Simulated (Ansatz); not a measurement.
Start from GaP in the zinc blende structure (space group F-43m, No. 216; a = 5.4390 Å). Axes: x, y, z lie along the cube axes.

Modification: the cell is compressed by 0.62 % along z with no lateral relaxation, atoms relaxed at fixed cell.

All numbers come from Kohn–Sham DFT with the PBEsol functional, run in Ansatz (an electronic-structure program) with PAW and 420 eV plane waves, no spin-orbit coupling, earlier PAW set.

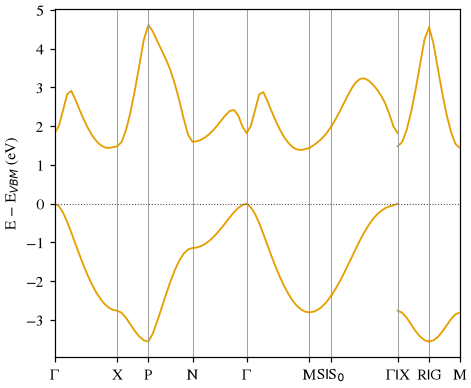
Highest valence and lowest conduction band along the path of the changed cell's own zone

Task: Read the changed gap and its character from the plot.

Result: About 1.4 eV, indirect, Γ → Γ–M (87 % along).

The cells carry an imposed strain or load. Stability against distortions was not tested. Labels are those of the standard path for the cell's own space group.
